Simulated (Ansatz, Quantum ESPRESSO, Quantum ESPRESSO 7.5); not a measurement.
# Charging Nb(110), 4 layers, one monolayer of N on longbridge sites

Wanted: the capacitance of Nb(110), 4 layers, one monolayer of N on longbridge sites by the effective screening medium.

Program: Quantum ESPRESSO 7.5. Level of theory: plane-wave DFT, PBE, GBRV ultrasoft pseudopotentials (geometry by Ansatz 0.2.0 with PAW datasets; geometry under PBE). Results are calculated unless marked as measured.

### Step 1. The starting structure

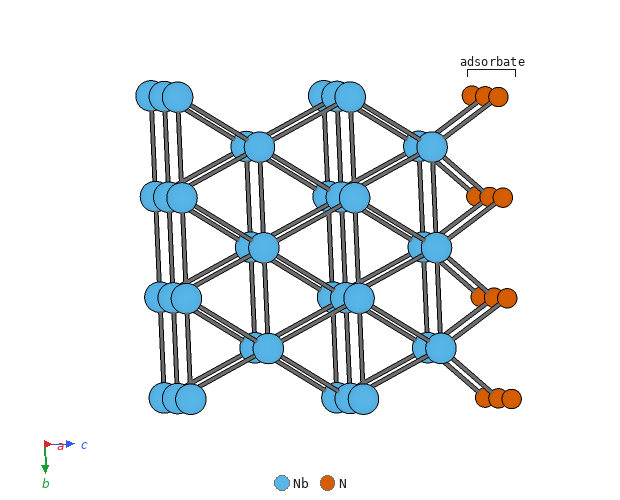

The cell as given, from the side, with the c axis across the page (niobium blue, nitrogen orange). 2×3×1 cells are drawn. Bonds to atoms that aren't drawn are left out. Some periodic images of atoms are drawn too.

The cell holds 5 atoms: 4 Nb and 1 N. Its edges and angles: a = 2.858 Å, b = 2.858 Å, c = 25.000 Å, α = 90.0°, β = 90.0°, γ = 70.5°. It derives from Nb. Vacuum lies along c.

This run has no spin polarisation although its electron count is odd. A spin-polarised state was not tried and may lie lower.

### Step 2. Geometry from Ansatz

The geometry comes first, from a plane-wave PAW code, so that the later runs on this slab share one structure.

File input.yaml:

```yaml
crystal:
  lattice:
    - [2.3334523779, -1.65, 0.0]
    - [2.3334523779, 1.65, 0.0]
    - [0.0, 0.0, 25.0003571337]
  atoms:
    - { symbol: Nb, position: [0.0, 0.0, 0.311995543] }
    - { symbol: Nb, position: [0.5, 0.5, 0.4053323048] }
    - { symbol: Nb, position: [0.0, 0.0, 0.4986690666] }
    - { symbol: Nb, position: [0.5, 0.5, 0.5920058283] }
    - { symbol: "N", position: [0.0, 0.0, 0.6589376743] }
kpoints:
  mp_grid: { grid: [10, 10, 1] }
hamiltonian:
  xc: pbe
scf:
  occupations: { method: fermi_dirac, width: 0.1 }
  convergence: { dr2_threshold: 1.0e-08 }
efield:
  axis: 3
  dipole_correction: true
  ramp_position: 0.97
  ramp_width: 0.04
relax:
  f_tol: 0.01
  constraints: [{ sites: [0, 1] }]
output:
  write_potential: true
  write_density: true
  volumetric_format: npy
```

Launch:

```sh
ansatz run input.yaml --threads 2 --pin off --max-ram 4096MiB --backend cpu --events-out ev --progress --plain --runs-dir out
```

Numbers of over 12 decimals in the logs are rounded to 6 here.

The program printed:

```text
Engine: ansatz 0.2.0, aarch64-unknown-linux-gnu
Pseudopotentials: kind: paw
Pseudopotential: Nb, paw, valence charge 13, recommended cutoff 420 eV (normal), Nb.paw.azcp
Pseudopotential: N, paw, valence charge 5, recommended cutoff 420 eV (normal), N.paw.azcp
Functional definition: PBE
  parameter kappa = 0.804
  parameter beta = 0.066725
  exchange = pbe_x(kappa = kappa, mu = beta*pi^2/3)
  correlation = pbe_c(beta = beta)
Crystal: 5 atoms, lattice volume = 192.513 Å³
Basis set: ecut = 420 eV, 3769 PW (Γ), exchange–correlation on 40×40×360 points (8 copies of the dense FFT grid, shifted against one another)
Bands: 35, of which v1, the nominal top of the filled ones, is band 29 counted from 1 (28 counted from 0)
Symmetry: 4 space group operations
Space group: Cmm2 (ITA 35), of the structure as read, at distance tolerance 5.8e-5 Å
k-points: 31 of 100
Non-local potential: Nb, projectors of the file, l = 0: 3, l = 1: 2, l = 2: 2, l = 3: 1
Non-local potential: N, projectors of the file, l = 0: 2, l = 1: 2, l = 2: 1
PAW form: soft (Blöchl's): semilocal exchange-correlation on the pseudo side does not see the compensation charge
PAW one-centre angular grid: Nb, 590 points (default); XC on 64 Gauss nodes
PAW one-centre angular grid: N, 110 points (default); XC on 64 Gauss nodes
Initial density: superposition of atomic densities (neutral atoms: chi_scale 0, normalization atom), corrected by the library's trained network
Initial wavefunctions: pseudopotential atomic-orbital guess
Functional: x = pbe(κ = 0.804, μ = 0.219515), c = pbe(β = 0.066725)
SCF iter   1: F=—  HF=-18590.146057 eV  |F-HF|=—  |Δ(HF+E_count)|=         —  Δρ=1.28e-2  dr2=4.93e0  ethr=1.77e-3  p=-0.139 e·Å  D=-1.30e-1 V/Å  ΔV_dip=3.26 eV  dr2_dipole=2.92e-1  V_vac-E_F(+/−)=8.21/4.95 eV  ⟨swp⟩=8.2  Hψ=5487  notcnv=0
efield: sawtooth ramp at fractional position 0.9700 (set: `efield.ramp_position`, or a place that a band, a saddle search or an elastic batch's reference lends), width 0.0400; the density the first Hamiltonian is built on has a dipole p = -0.139 e·Å; the dipole correction subtracts the counter field D = -1.30e-1 V/Å, which shifts the + side's vacuum level by +3.26 eV against the − side's; the planar-averaged density in the ramp window peaks in size at 3.4e-5 e/Å³
preconditioner: auto → LDOS  [metal: Δε(μ)=0.025 eV  Ē_g=4.359 eV  σ=0.100 eV  W_gap=0.06  n_scr=16 (ndim 8)  ℏωp=13.4 eV  f_vac=0.518  D(μ)=5.12/eV (n_scr^D=16)  β→1.0]
SCF iter   2: F=—  HF=-18590.034653 eV  |F-HF|=—  |Δ(HF+E_count)|=   1.11e-1  Δρ=5.89e-3  dr2=2.00e-1  ethr=1.77e-3  p=-0.133 e·Å  D=-1.25e-1 V/Å  ΔV_dip=3.11 eV  dr2_dipole=2.89e-3  V_vac-E_F(+/−)=7.70/4.58 eV  ⟨swp⟩=2.0  Hψ=1452  notcnv=0
SCF iter   3: F=—  HF=-18590.028271 eV  |F-HF|=—  |Δ(HF+E_count)|=   6.38e-3  Δρ=2.38e-3  dr2=3.85e-2  ethr=3.50e-4  p=-0.136 e·Å  D=-1.28e-1 V/Å  ΔV_dip=3.20 eV  dr2_dipole=4.95e-5  V_vac-E_F(+/−)=7.79/4.58 eV  ⟨swp⟩=2.1  Hψ=1407  notcnv=0
SCF iter   4: F=—  HF=-18590.026312 eV  |F-HF|=—  |Δ(HF+E_count)|=   1.96e-3  Δρ=3.27e-4  dr2=9.09e-4  ethr=6.75e-5  p=-0.136 e·Å  D=-1.28e-1 V/Å  ΔV_dip=3.19 eV  dr2_dipole=2.54e-5  V_vac-E_F(+/−)=7.77/4.57 eV  ⟨swp⟩=1.9  Hψ=1243  notcnv=0
SCF iter   5: F=—  HF=-18590.026283 eV  |F-HF|=—  |Δ(HF+E_count)|=   2.87e-5  Δρ=8.22e-5  dr2=1.19e-5  ethr=1.59e-6  p=-0.136 e·Å  D=-1.28e-1 V/Å  ΔV_dip=3.20 eV  dr2_dipole=9.40e-7  V_vac-E_F(+/−)=7.76/4.56 eV  ⟨swp⟩=2.2  Hψ=1497  notcnv=0
SCF iter   6: F=—  HF=-18590.026295 eV  |F-HF|=—  |Δ(HF+E_count)|=   1.21e-5  Δρ=2.60e-5  dr2=1.73e-6  ethr=2.08e-8  p=-0.136 e·Å  D=-1.28e-1 V/Å  ΔV_dip=3.20 eV  dr2_dipole=4.65e-7  V_vac-E_F(+/−)=7.76/4.56 eV  ⟨swp⟩=3.6  Hψ=2461  notcnv=0
SCF iter   7: F=—  HF=-18590.026135 eV  |F-HF|=—  |Δ(HF+E_count)|=   1.60e-4  Δρ=1.08e-5  dr2=3.38e-7  ethr=3.04e-9  p=-0.136 e·Å  D=-1.28e-1 V/Å  ΔV_dip=3.20 eV  dr2_dipole=1.11e-8  V_vac-E_F(+/−)=7.76/4.56 eV  ⟨swp⟩=2.5  Hψ=1843  notcnv=0
SCF iter   8: F=—  HF=-18590.026136 eV  |F-HF|=—  |Δ(HF+E_count)|=   1.25e-7  Δρ=3.05e-6  dr2=1.74e-8  ethr=5.92e-10  p=-0.136 e·Å  D=-1.28e-1 V/Å  ΔV_dip=3.20 eV  dr2_dipole=8.92e-10  V_vac-E_F(+/−)=7.76/4.56 eV  ⟨swp⟩=3.2  Hψ=2235  notcnv=0
SCF iter   9: F=-18590.026136 eV  HF=-18590.026136 eV  |F-HF|=5.61e-9  |Δ(HF+E_count)|=   3.25e-8  Δρ=1.17e-6  dr2=3.89e-9  ethr=1.75e-11  p=-0.136 e·Å  D=-1.28e-1 V/Å  ΔV_dip=3.20 eV  dr2_dipole=1.92e-10  V_vac-E_F(+/−)=7.76/4.56 eV  ⟨swp⟩=10.5  Hψ=7923  notcnv=0
SCF 1 converged in 9 iterations: F = -18590.026136 eV  dr2 = 3.89e-9
  greatest PAW one-centre occupation: 0.998 electrons in one spin orbital (limit 2), on the Nb atom at site 1 (counted from 0), in its partial waves of l = 0
relax step   1: F+E_penalty+E_count = -18590.02613561 eV  Δ(F+E_penalty+E_count) = +0.000e0 eV  max|allowed force component| = 4.784e0 eV/Å  Δτ_max = 0.0000 Å  (9 SCF iters, accepted)
Initial density: handed on by an earlier stage of this run
Initial wavefunctions: those handed on with the density
SCF iter   1: F=—  HF=-18591.995281 eV  |F-HF|=—  |Δ(HF+E_count)|=         —  Δρ=3.14e-2  dr2=4.45e0  ethr=3.10e-3  p=-0.136 e·Å  D=-1.28e-1 V/Å  ΔV_dip=3.20 eV  dr2_dipole=2.00e-2  V_vac-E_F(+/−)=7.69/4.49 eV  ⟨swp⟩=6.9  Hψ=3603  notcnv=0
efield: sawtooth ramp at fractional position 0.9700 (set: `efield.ramp_position`, or a place that a band, a saddle search or an elastic batch's reference lends), width 0.0400; the density the first Hamiltonian is built on has a dipole p = -0.136 e·Å; the dipole correction subtracts the counter field D = -1.28e-1 V/Å, which shifts the + side's vacuum level by +3.20 eV against the − side's; the planar-averaged density in the ramp window peaks in size at 1.6e-6 e/Å³
preconditioner: auto → LDOS  [metal: Δε(μ)=0.003 eV  Ē_g=4.727 eV  σ=0.100 eV  W_gap=0.01  n_scr=16 (ndim 8)  ℏωp=13.4 eV  f_vac=0.523  D(μ)=5.25/eV (n_scr^D=16)  β→1.0]
SCF iter   2: F=—  HF=-18591.768541 eV  |F-HF|=—  |Δ(HF+E_count)|=   2.27e-1  Δρ=1.93e-2  dr2=1.17e0  ethr=3.10e-3  p=-0.109 e·Å  D=-1.02e-1 V/Å  ΔV_dip=2.56 eV  dr2_dipole=1.43e-1  V_vac-E_F(+/−)=7.12/4.56 eV  ⟨swp⟩=2.2  Hψ=1927  notcnv=0
SCF iter   3: F=—  HF=-18591.655566 eV  |F-HF|=—  |Δ(HF+E_count)|=   1.13e-1  Δρ=2.23e-3  dr2=2.05e-2  ethr=2.05e-3  p=-0.113 e·Å  D=-1.06e-1 V/Å  ΔV_dip=2.66 eV  dr2_dipole=2.27e-3  V_vac-E_F(+/−)=7.22/4.57 eV  ⟨swp⟩=2.2  Hψ=1705  notcnv=0
SCF iter   4: F=—  HF=-18591.652683 eV  |F-HF|=—  |Δ(HF+E_count)|=   2.88e-3  Δρ=7.85e-4  dr2=1.58e-3  ethr=3.59e-5  p=-0.111 e·Å  D=-1.04e-1 V/Å  ΔV_dip=2.61 eV  dr2_dipole=1.04e-4  V_vac-E_F(+/−)=7.18/4.57 eV  ⟨swp⟩=2.9  Hψ=1838  notcnv=0
[...]
SCF iter   5: F=—  HF=-18592.224139 eV  |F-HF|=—  |Δ(HF+E_count)|=   1.49e-5  Δρ=1.29e-4  dr2=7.00e-5  ethr=1.06e-6  p=-0.066 e·Å  D=-6.22e-2 V/Å  ΔV_dip=1.55 eV  dr2_dipole=1.35e-5  V_vac-E_F(+/−)=6.10/4.54 eV  ⟨swp⟩=2.3  Hψ=1657  notcnv=0
SCF iter   6: F=—  HF=-18592.224152 eV  |F-HF|=—  |Δ(HF+E_count)|=   1.29e-5  Δρ=2.52e-5  dr2=1.05e-6  ethr=1.23e-7  p=-0.066 e·Å  D=-6.23e-2 V/Å  ΔV_dip=1.56 eV  dr2_dipole=3.55e-9  V_vac-E_F(+/−)=6.10/4.54 eV  ⟨swp⟩=2.1  Hψ=1518  notcnv=0
SCF iter   7: F=—  HF=-18592.223997 eV  |F-HF|=—  |Δ(HF+E_count)|=   1.54e-4  Δρ=8.15e-6  dr2=1.25e-7  ethr=1.84e-9  p=-0.066 e·Å  D=-6.23e-2 V/Å  ΔV_dip=1.56 eV  dr2_dipole=8.26e-9  V_vac-E_F(+/−)=6.10/4.54 eV  ⟨swp⟩=3.0  Hψ=2245  notcnv=0
SCF iter   8: F=—  HF=-18592.223998 eV  |F-HF|=—  |Δ(HF+E_count)|=   1.53e-7  Δρ=2.89e-6  dr2=3.17e-8  ethr=2.19e-10  p=-0.066 e·Å  D=-6.24e-2 V/Å  ΔV_dip=1.56 eV  dr2_dipole=2.84e-11  V_vac-E_F(+/−)=6.10/4.54 eV  ⟨swp⟩=2.7  Hψ=1916  notcnv=0
SCF iter   9: F=-18592.223998 eV  HF=-18592.223998 eV  |F-HF|=8.16e-9  |Δ(HF+E_count)|=   2.01e-8  Δρ=9.58e-7  dr2=3.84e-9  ethr=1.75e-11  p=-0.066 e·Å  D=-6.24e-2 V/Å  ΔV_dip=1.56 eV  dr2_dipole=1.01e-10  V_vac-E_F(+/−)=6.10/4.54 eV  ⟨swp⟩=10.1  Hψ=7766  notcnv=0
SCF 3 converged in 9 iterations: F = -18592.223998 eV  dr2 = 3.84e-9
relax step   3: F+E_penalty+E_count = -18592.22399755 eV  Δ(F+E_penalty+E_count) = -5.716e-1 eV  max|allowed force component| = 5.746e-1 eV/Å  Δτ_max = 0.1947 Å  (9 SCF iters, accepted)
[...]
relax step   4: F+E_penalty+E_count = -18592.22997829 eV  Δ(F+E_penalty+E_count) = -5.981e-3 eV  max|allowed force component| = 6.437e-1 eV/Å  Δτ_max = 0.1902 Å  (8 SCF iters, accepted)
[...]
relax step   5: F+E_penalty+E_count = -18592.25177693 eV  Δ(F+E_penalty+E_count) = -2.180e-2 eV  max|allowed force component| = 1.317e-1 eV/Å  Δτ_max = 0.0451 Å  (8 SCF iters, accepted)
[...]
relax step   6: F+E_penalty+E_count = -18592.25309797 eV  Δ(F+E_penalty+E_count) = -1.321e-3 eV  max|allowed force component| = 2.285e-2 eV/Å  Δτ_max = 0.0268 Å  (8 SCF iters, accepted)
SCF iter   1: F=—  HF=-18592.253345 eV  |F-HF|=—  |Δ(HF+E_count)|=         —  Δρ=4.30e-4  dr2=5.94e-4  ethr=1.89e-5  p=-0.070 e·Å  D=-6.58e-2 V/Å  ΔV_dip=1.65 eV  dr2_dipole=5.45e-7  V_vac-E_F(+/−)=6.21/4.56 eV  ⟨swp⟩=2.0  Hψ=1954  notcnv=0
efield: sawtooth ramp at fractional position 0.9700 (set: `efield.ramp_position`, or a place that a band, a saddle search or an elastic batch's reference lends), width 0.0400; the density the first Hamiltonian is built on has a dipole p = -0.070 e·Å; the dipole correction subtracts the counter field D = -6.58e-2 V/Å, which shifts the + side's vacuum level by +1.65 eV against the − side's; the planar-averaged density in the ramp window peaks in size at 1.1e-6 e/Å³
preconditioner: auto → LDOS  [metal: Δε(μ)=0.021 eV  Ē_g=4.923 eV  σ=0.100 eV  W_gap=0.05  n_scr=16 (ndim 8)  ℏωp=13.4 eV  f_vac=0.535  D(μ)=5.17/eV (n_scr^D=16)  β→1.0]
SCF iter   2: F=—  HF=-18592.253297 eV  |F-HF|=—  |Δ(HF+E_count)|=   4.81e-5  Δρ=1.62e-4  dr2=1.83e-4  ethr=1.04e-6  p=-0.071 e·Å  D=-6.64e-2 V/Å  ΔV_dip=1.66 eV  dr2_dipole=3.72e-5  V_vac-E_F(+/−)=6.23/4.56 eV  ⟨swp⟩=2.4  Hψ=1727  notcnv=0
SCF iter   3: F=—  HF=-18592.253280 eV  |F-HF|=—  |Δ(HF+E_count)|=   1.63e-5  Δρ=4.59e-5  dr2=9.11e-6  ethr=3.22e-7  p=-0.070 e·Å  D=-6.62e-2 V/Å  ΔV_dip=1.65 eV  dr2_dipole=1.20e-6  V_vac-E_F(+/−)=6.22/4.56 eV  ⟨swp⟩=2.1  Hψ=1503  notcnv=0
SCF iter   4: F=—  HF=-18592.253135 eV  |F-HF|=—  |Δ(HF+E_count)|=   1.46e-4  Δρ=2.28e-5  dr2=2.11e-6  ethr=1.60e-8  p=-0.070 e·Å  D=-6.63e-2 V/Å  ΔV_dip=1.66 eV  dr2_dipole=1.76e-7  V_vac-E_F(+/−)=6.22/4.56 eV  ⟨swp⟩=3.2  Hψ=1992  notcnv=0
SCF iter   5: F=—  HF=-18592.253135 eV  |F-HF|=—  |Δ(HF+E_count)|=   9.96e-8  Δρ=4.12e-6  dr2=6.61e-8  ethr=3.70e-9  p=-0.070 e·Å  D=-6.62e-2 V/Å  ΔV_dip=1.66 eV  dr2_dipole=7.30e-9  V_vac-E_F(+/−)=6.22/4.56 eV  ⟨swp⟩=2.0  Hψ=1461  notcnv=0
SCF iter   6: F=-18592.253135 eV  HF=-18592.253135 eV  |F-HF|=1.40e-8  |Δ(HF+E_count)|=   4.03e-8  Δρ=9.80e-7  dr2=2.05e-9  ethr=1.75e-11  p=-0.070 e·Å  D=-6.62e-2 V/Å  ΔV_dip=1.66 eV  dr2_dipole=4.08e-11  V_vac-E_F(+/−)=6.22/4.56 eV  ⟨swp⟩=11.0  Hψ=8414  notcnv=0
SCF 7 converged in 6 iterations: F = -18592.253135 eV  dr2 = 2.05e-9
relax step   7: F+E_penalty+E_count = -18592.25313483 eV  Δ(F+E_penalty+E_count) = -3.686e-5 eV  max|allowed force component| = 7.785e-3 eV/Å  Δτ_max = 0.0062 Å  (6 SCF iters, accepted)
NSCF: frozen V_eff on 31 k-points
the band table was solved once a step of the walk had ended and its energy, with any forces and stress, was formed, with the checks that follow a solve (5100 applications of the Hamiltonian). They found nothing against the state; the energy, forces and stress were not computed again (output.eigenvalues in the input reference)
WARN: The output density's exchange-correlation potential varies sharply where the density is thin. Do not read a vacuum level from v_tot or v_xc, or from such a field of the output density. On a cell that repeats whose density bears no net charge and no dipole along the vacuum's axis use v_es (v_loc + v_h of the components); under efield.dipole_correction with no amplitude use v_es + v_field, which holds any externa [...]
SCF converged after 6 iterations
Free energy (F): -18592.253135 eV
Harris-Foulkes:  -18592.253135 eV  (|F-HF|=1.40e-8)
Internal energy: -18592.086648 eV  (E = F + TS)
E sigma→0 (E₀):  -18592.169891 eV
Entropy (-TS):   -0.166487 eV (-33.297 meV/atom)
Fermi energy:    3.904623 eV
Dipole field:    D = -0.066225 V/Å  (p = -0.070456 e·Å, saw-weighted, corrected)
Work function:   Φ+ = 6.2189 eV   Φ− = 4.5632 eV
Levels:          The Fermi level and band energies are counted from a zero that moves with the ramp; work functions are not
--- Per-component energies (eV) ---
  E_band       = -1029.435843
  E_kinetic    = 1707.917190
  E_local      = -60233.427699  (includes V_loc(G=0)·N_el)
  E_nonlocal   = 525.452216
  E_hartree    = 29173.991611
  E_xc         = -761.019375
  E_vxc        = -926.397500  (∫ρ·V_xc dr)
  E_paw        = -12420.354254  (= ΣΔE_a)
  E_vpaw       = -449.045275  (= ΣTr[D̂ρ^β])
  E_aug_tail   = 0.000121  (compensation charges beyond the density's cutoff)
  E_efield     = 0.002333  (sawtooth field / dipole correction)
  E_vefield    = -1.918308  (∫n·V_field dr)
  E_ewald      = 23415.351211
  E_smearing   = -0.166487  (= −TS)
  E_closure    = -0.000000  (closes the sum)
  Σ components = -18592.253135   (vs F -18592.253135, Δ=0.00e0)
--- Forces (eV/Å), atoms counted from 1 ---
  atom   1  Nb     0.00000000     0.00000000     0.24330095
  atom   2  Nb     0.00000000     0.00000000    -0.24244658
  atom   3  Nb     0.00000000     0.00000000     0.00073846
  atom   4  Nb     0.00000000     0.00000000     0.00617683
  atom   5  N      0.00000000     0.00000000    -0.00778494
  max |Σ_I F_I| component: 1.53e-5 eV/Å
--- Band table (eV; the first three rows and the last of 31) ---
  k-point 0: bands = [... 25 lower, 3.0525, 3.0823, 3.5328, 3.8358, 3.9057, 4.1527, 4.7546, 5.1887, ... 2 higher]
  k-point 1: bands = [... 25 lower, 3.0020, 3.3764, 3.4684, 3.8257, 4.1269, 4.4325, 4.6834, 4.9159, ... 2 higher]
  k-point 2: bands = [... 25 lower, 3.0629, 3.2044, 3.4350, 3.8137, 3.8776, 4.8509, 4.9979, 5.3719, ... 2 higher]
  k-point 30: bands = [... 25 lower, 2.7912, 3.6574, 4.6426, 4.9211, 6.0187, 6.1453, 6.3879, 7.2363, ... 2 higher]
--- Relaxed structure (7 steps of the walk, 7 accepted, 0 SCFs on fresh bases) ---
  F+E_penalty+E_count = -18592.25313483 eV   max|allowed force component| = 7.785e-3 eV/Å
  atoms:
    - { symbol: Nb, position: [0.0, 0.0, 0.311995543] }
    - { symbol: Nb, position: [0.5, 0.5, 0.4053323048] }
    - { symbol: Nb, position: [0.0, 0.0, 0.497958] }
    - { symbol: Nb, position: [0.5, 0.5, 0.598581] }
    - { symbol: N, position: [0.0, 0.0, 0.637655] }
```

The job ended after 1.7 min (2 threads of Arm Neoverse N1, shared host; peak memory 0.49 GiB).

The steps of the relaxation:

```tsv
step	energy less that of the first step (eV)	largest force component (eV/Å)
1	0.0000	4.7844
2	-1.6262	3.4462
3	-2.1979	0.5746
4	-2.2038	0.6437
5	-2.2256	0.1317
6	-2.2270	0.0228
7	-2.2270	0.0078
```

Forces are held to the 4 operations that the run works with; a distortion that breaks them can't arise in this run.

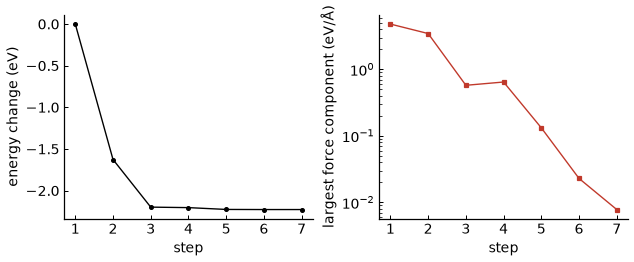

Energy and largest force along the relaxation.

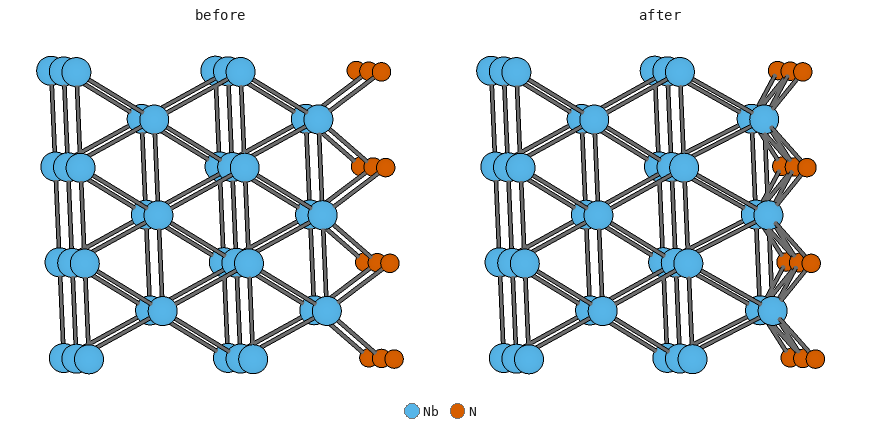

Before and after, at one scale. Bonds to atoms that aren't drawn are left out.

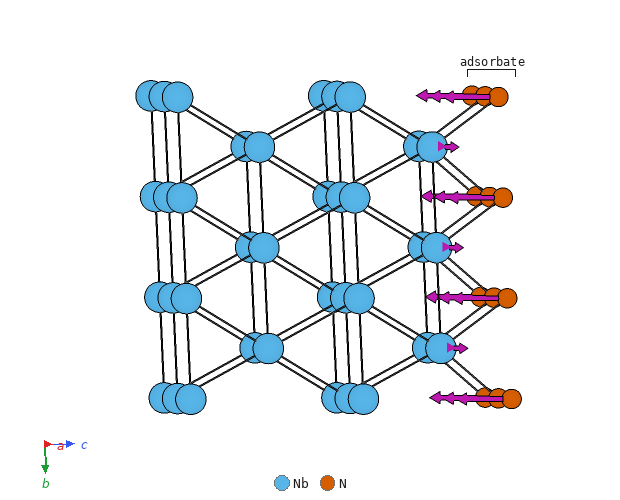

Displacements in the relaxation, exaggerated; the longest in the cell stands for 0.53 Å. Bonds to atoms that aren't drawn are left out. 2×3×1 cells are drawn. Some periodic images of atoms are drawn too.

The atoms that moved most (Å):

```tsv
atom	dx	dy	dz	length
N5	0.000	0.000	-0.532	0.532
Nb4	0.000	0.000	0.164	0.164
Nb3	0.000	0.000	-0.018	0.018
```

The relaxation lowers the energy by 445 meV an atom. Held were the atoms numbered 1 and 2; the forces quoted are those on the free ones.

Numbers from this step:

| Item | Value |
| --- | --- |
| free energy | -18592.2531 eV |
| energy at zero smearing | -18592.1699 eV |
| smearing term TS | 0.1665 eV |
| Fermi energy | 3.905 eV |
| symmetry operations | 4 |
| work function of the upper face | 6.219 eV |
| work function of the lower face | 4.563 eV |
| dipole along the normal | -0.07046 e·Å |

(Part 1 of 6 ends here.)

[Logs are printed without paths, hosts, clocks, repeated set-up lines and the standing remarks that a program may print on its own settings, such as how far it seeks lower states.]

[Hosts, paths, dates, database ids (printed as entryN), source tags and the programs' standing remarks are cut or masked in the printed files.]

[Maps of the electrostatic potential energy from Ansatz leave out the sawtooth potential of an applied field or a dipole correction, so their vacuum need not be flat; planar profiles and work functions include it.]
